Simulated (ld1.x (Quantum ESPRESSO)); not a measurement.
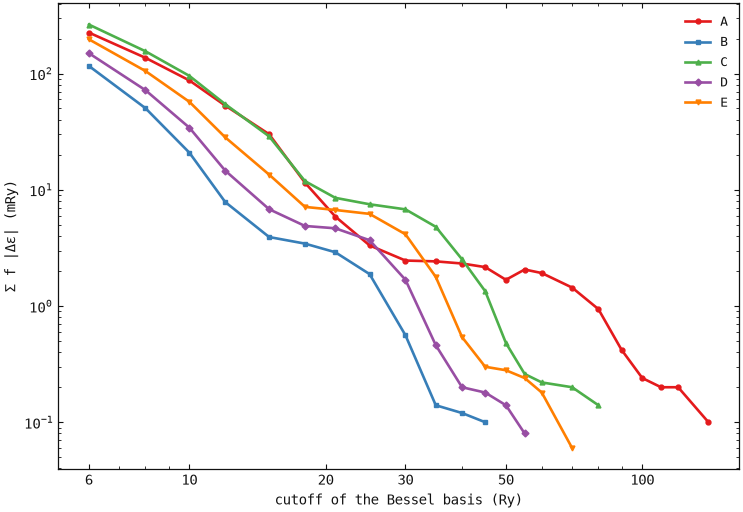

The occupation-weighted error of the valence levels in a spherical-Bessel basis for 5 variants of one potential.

Base settings:

- Element: P (Z = 15)
- Generator: ld1.x (Quantum ESPRESSO) 7.5
- Type: norm-conserving Troullier–Martins (Kleinman–Bylander form)
- Functional: PBE
- Relativity: scalar-relativistic
- Frozen core: [Ne]
- Valence charge: 5
- Reference configuration: 3s2 3p2 (charge +1)
- Partial waves: 3s (bound): rc 1.65 bohr; 3p (bound): rc 2.00 bohr
- Local potential: all-electron potential smoothed inside 1.35 bohr (lloc = -1)
- Core correction: none

### The variants differ in the scale factor on all radii: 0.80, 0.91, 1.14, 1.28, 1.38. Which curve belongs to which value?

A: 0.80; B: 1.38; C: 0.91; D: 1.28; E: 1.14.

Of the 6 potentials behind this page, the base run counted, 1 is unsound (ghost states, missed reference levels or an overlap that isn't positive definite).
